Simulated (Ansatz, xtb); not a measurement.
Stretching the H–H spacing in H8 chain (multiplicity 1 held). Energies count from the point at 0.900 Å.
Geometry at that point (charge 0, multiplicity 1):
```xyz
8

H      0.00000     0.00000     0.00000
H      0.00000     0.00000     0.90000
H      0.00000     0.00000     1.80000
H      0.00000     0.00000     2.70000
H      0.00000     0.00000     3.60000
H      0.00000     0.00000     4.50000
H      0.00000     0.00000     5.40000
H      0.00000     0.00000     6.30000
```

Restricted levels (R-, RO-) in cc, def2 and unpolarised 6-31G sets keep to the state of the molecule at rest. U- levels take the lowest unrestricted solution at each point, which mixes spins at long bonds. Active spaces are followed from rest. Left out are points that failed, MP2 points that dive below the minimum, coupled-cluster points behind a jump of the amplitudes or a sharp parting from full CI or MRCI, small-basis points behind a change of solution, and semi-empirical points at long bonds. Levels need not reach the same state.

Programs: Ansatz (a program for electronic structure); xtb for the GFN methods.  The GFN methods have no spin term and hold the electronic entropy of 300 K.

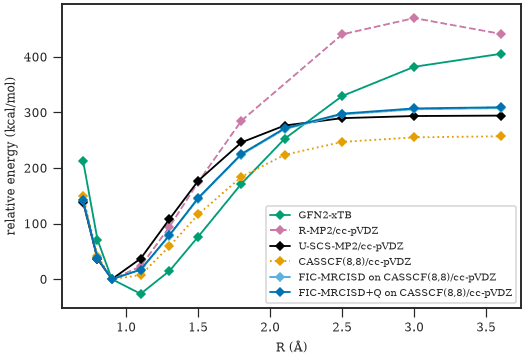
Fig. 1. Relative energy along the coordinate

**Question.** Read off the CASSCF(8,8)/cc-pVDZ curve at R = 2.500.

**Answer.** about 250 kcal/mol

Doubts at one or more of the structures used: a restricted determinant that unrestricted orbitals would lower (R-MP2/cc-pVDZ); a spin-contaminated determinant (U-SCS-MP2/cc-pVDZ).
